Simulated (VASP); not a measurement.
# Lattice of C (Diamond) across functionals and dispersion corrections, part 3 of 3

Aim: relax C (Diamond) at several levels and hold each cell against experiment. The start is a cell from a database of measured crystal structures.

VASP 6.6.1, plane waves and PAW; the level of theory is named at each step.

So far. Step 7 (Relaxation with SCAN): It ends at 5.613 Å³/atom, -1.0 % from the start, with 0.09 GPa left. The conventional cell has a = 3.554 Å. Step 8 (Relaxation with PBE + TS): It ends at 5.604 Å³/atom, -1.2 % from the start, with 0.02 GPa left. The conventional cell has a = 3.552 Å. Against plain PBE, the dispersion term moves a by -0.6 %.

## (9) Relaxation with BLYP + D3(BJ)

This step: BLYP with D3(BJ); plane waves and PAW (C) (VASP 6.6.1).

BLYP comes from molecular chemistry and underbinds dense solids.

Contents of INCAR:

```
SYSTEM = C
PREC = Accurate
ENCUT = 560
EDIFF = 1E-06
NELM = 100
ISMEAR = -1
SIGMA = 0.05
LREAL = .FALSE.
ALGO = Normal
GGA = B5
ALDAX = 1
AGGAX = 1
AGGAC = 1
ALDAC = 0
IVDW = 12
VDW_S6 = 1
VDW_S8 = 2.6996
VDW_A1 = 0.4298
VDW_A2 = 4.2359
NBANDS = 10
LORBIT = 11
LWAVE = .FALSE.
LCHARG = .FALSE.
KPAR = 2
IBRION = 2
NSW = 60
ISIF = 3
EDIFFG = -0.01
```

Contents of POSCAR:

```
C
1.0
    0.0000000000      1.7833700000      1.7833700000
    1.7833700000      0.0000000000      1.7833700000
    1.7833700000      1.7833700000      0.0000000000
C
2
Direct
    0.0000000000      0.0000000000      0.0000000000
    0.2500000000      0.2500000000      0.2500000000
```

Contents of KPOINTS:

```
Automatic mesh
0
Gamma
11 11 11
0 0 0
```

PAW data sets: C (PBE family, release 64).

Command:

```sh
> mpirun -np 2 vasp_std
```

Numbers of over 12 decimals in the logs are rounded to 6 here.

The log of the run:

```text
[banner, memory and clock lines left out]
running    2 mpi-ranks, on    1 nodes
[...]
[... a notice as in an earlier step ...]

 LDA part: xc-table for (Slater(with rela. corr.)+VWN5), standard interpolation
 POSCAR, INCAR and KPOINTS ok, starting setup
[...]
entering main loop
       N       E                     dE             d eps       ncg     rms          rms(c)
DAV:   1     0.360700657115E+01    0.36070E+01   -0.51960E+03  1146   0.845E+02
DAV:   2    -0.171049839457E+02   -0.20712E+02   -0.20027E+02  1524   0.132E+02
DAV:   3    -0.174685905507E+02   -0.36361E+00   -0.36243E+00  1330   0.146E+01
DAV:   4    -0.174693648066E+02   -0.77426E-03   -0.77418E-03  1228   0.757E-01
[...]
DAV:   9    -0.167194369091E+02   -0.94316E-05   -0.66991E-05  1262   0.737E-02    0.294E-02
DAV:  10    -0.167194438756E+02   -0.69665E-05   -0.72202E-06  1192   0.263E-02    0.907E-03
DAV:  11    -0.167194438304E+02    0.45204E-07   -0.19616E-07   838   0.450E-03
   1 F= -.17457318E+02 E0= -.17457318E+02  d E =-.174573E+02
[...]
N       E                     dE             d eps       ncg     rms          rms(c)
DAV:   1    -0.167238825401E+02   -0.44387E-02   -0.99690E-03  1188   0.879E-01    0.881E-02
DAV:   2    -0.167237740648E+02    0.10848E-03   -0.12554E-04  1186   0.960E-02    0.500E-02
DAV:   3    -0.167237219292E+02    0.52136E-04   -0.76633E-05  1174   0.631E-02    0.540E-03
DAV:   4    -0.167237215277E+02    0.40156E-06   -0.10720E-06  1060   0.977E-03
   2 F= -.17457280E+02 E0= -.17457280E+02  d E =0.381559E-04
 trial-energy change:    0.000038  1 .order    0.000041   -0.000493    0.000575
 step:   0.4614(harm=  0.4614)  dis= 0.00000  next Energy=   -17.457432 (dE=-0.114E-03)
[...]
N       E                     dE             d eps       ncg     rms          rms(c)
DAV:   1    -0.167215990390E+02    0.21229E-02   -0.28650E-03  1204   0.472E-01    0.473E-02
DAV:   2    -0.167215644300E+02    0.34609E-04   -0.36252E-05  1184   0.515E-02    0.268E-02
DAV:   3    -0.167215538047E+02    0.10625E-04   -0.22020E-05  1174   0.338E-02    0.288E-03
DAV:   4    -0.167215539447E+02   -0.14004E-06   -0.30023E-07   582   0.522E-03
   3 F= -.17457433E+02 E0= -.17457433E+02  d E =-.114372E-03
[...]
reached required accuracy - stopping structural energy minimisation
```

Elapsed: 4.8 s, on 2 MPI ranks of Intel Xeon 6975P-C (Granite Rapids), shared host; peak memory 0.25 GiB.

OUTCAR, selected parts (step 9):

```text
 Edisp (eV)   -0.73356

 Edisp (eV)   -0.73588

  Total       0.00102     0.00102     0.00102     0.00000     0.00000     0.00000
  in kB       0.14433     0.14433     0.14433     0.00000     0.00000     0.00000
  external pressure =        0.14 kB  Pullay stress =        0.00 kB

 POSITION                                       TOTAL-FORCE (eV/Angst)
 -----------------------------------------------------------------------------------
      0.00000      0.00000      0.00000         0.000000      0.000000      0.000000
      0.89250      0.89250      0.89250        -0.000000     -0.000000     -0.000000
 -----------------------------------------------------------------------------------
    total drift:                                0.000000      0.000000      0.000000

  FREE ENERGIE OF THE ION-ELECTRON SYSTEM (eV)
  ---------------------------------------------------
  free  energy   TOTEN  =       -17.4574327357 eV

  energy  without entropy=      -17.4574327357  energy(sigma->0) =      -17.45743274

[... 2 parts as in an earlier step ...]

[... 2 further parts left out ...]
[key lines of the parts left out:]
E-fermi :  10.9059
```

It ends at 5.687 Å³/atom, +0.3 % from the start, with 0.01 GPa left. The conventional cell has a = 3.570 Å.

## (10) The cells as a table

This step: relaxed cells at several levels; plane waves and PAW (VASP 6.6.1).

This step runs nothing: it gathers the runs above.

Lengths are those of the conventional cell; cost is the wall time of each run, as given at its step, times its ranks, without the set-up around it. Results by level, by row:

| level | volume (Å³/atom) | change from the start (%) | a (Å) | cost (core minutes) |
| --- | --- | --- | --- | --- |
| LDA | 5.53 | -2.4 | 3.538 | 0.12 |
| PBE | 5.7 | 0.5 | 3.573 | 0.113 |
| r2SCAN | 5.65 | -0.4 | 3.562 | 0.433 |
| PBE + D3(BJ) | 5.63 | -0.8 | 3.558 | 0.107 |
| r2SCAN + rVV10 | 5.64 | -0.6 | 3.56 | 0.867 |
| SCAN | 5.61 | -1 | 3.554 | 0.607 |
| PBE + TS | 5.6 | -1.2 | 3.552 | 0.193 |
| BLYP + D3(BJ) | 5.69 | 0.3 | 3.57 | 0.16 |

## (11) Summary of results

```yaml
volume_lda: 5.534 Å³/atom
volume_pbe: 5.699 Å³/atom
volume_r2scan: 5.649 Å³/atom
volume_pbe_d3_bj: 5.629 Å³/atom
volume_r2scan_rvv10: 5.638 Å³/atom
volume_scan: 5.613 Å³/atom
volume_pbe_ts: 5.604 Å³/atom
volume_blyp_d3_bj: 5.687 Å³/atom
```

For C (Diamond) the levels give volumes between 5.534 Å³/atom (LDA) and 5.699 Å³/atom (PBE), a spread of 3.0 %, while the cost of the finished runs spans a factor of 8.1. Within 1 % of experiment on every length: LDA, PBE, r2SCAN, PBE + D3(BJ), r2SCAN + rVV10, SCAN, PBE + TS and BLYP + D3(BJ). The nearest, BLYP + D3(BJ), is among the cheap ones. Thermal and zero-point expansion, often some tenths of a per cent in length, bear on this order: with the measured lengths lowered by an assumed 0.4 % the nearest becomes PBE + TS. The costs hold the number of ionic steps as well as the price of the functional. The closing table has room for seven levels; PBE + TS stands in the table of levels alone. Adding D3(BJ) to PBE changes the volume by -1.2 % (a by -0.4 %). Adding rVV10 to r2SCAN changes the volume by -0.2 % (a by -0.1 %). Adding TS to PBE changes the volume by -1.7 % (a by -0.6 %). Within 0.02 Å all end in space group Fd-3m; the runs can't lower the symmetry of the start. Each is a single relaxation on the plane waves of the start cell, so larger changes of volume carry a basis-set error that was not tested here.

Computed beside measured:

```
              quantity  measured             LDA             PBE          r2SCAN    PBE + D3(BJ)  r2SCAN + rVV10            SCAN   BLYP + D3(BJ)
lattice constant a (Å)    3.5669  3.538 (-0.8 %)  3.573 (+0.2 %)  3.562 (-0.1 %)  3.558 (-0.3 %)  3.560 (-0.2 %)  3.554 (-0.3 %)  3.570 (+0.1 %)
```

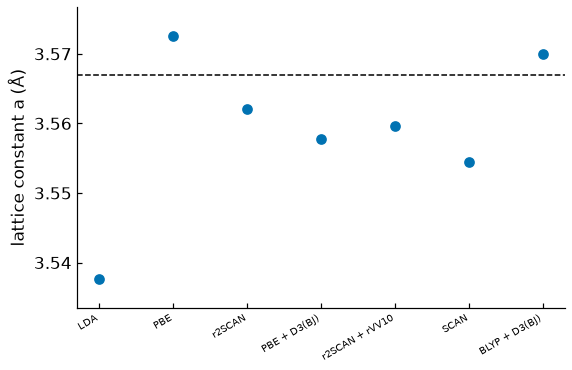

The lattice constant a by level; the dashed line is the measured value.

Measured values from arxiv:1902.02958 (2019).

**Verdict.** For the lattice constant a, of the levels listed nearest comes BLYP + D3(BJ) (+0.1 %, good agreement) and farthest LDA (-0.8 %, fair agreement). The grades are ours: good and fair within 0.7 and 1.5 % for the lattice constant a. Zero-point motion and thermal expansion are not in the computed lattice constants.

[Lines on the potential files, build, host, timing and source positions are cut from VASP's logs without a mark.]

[Logs are printed without paths, hosts, clocks, repeated set-up lines and the standing remarks that a program may print on its own settings, such as how far it seeks lower states.]

[Hosts, paths, dates, database ids (printed as entryN), source tags and the programs' standing remarks are cut or masked in the printed files.]

[Measured values are set beside computed ones only where the two were judged alike; some that the calculation misses by far are left out.]
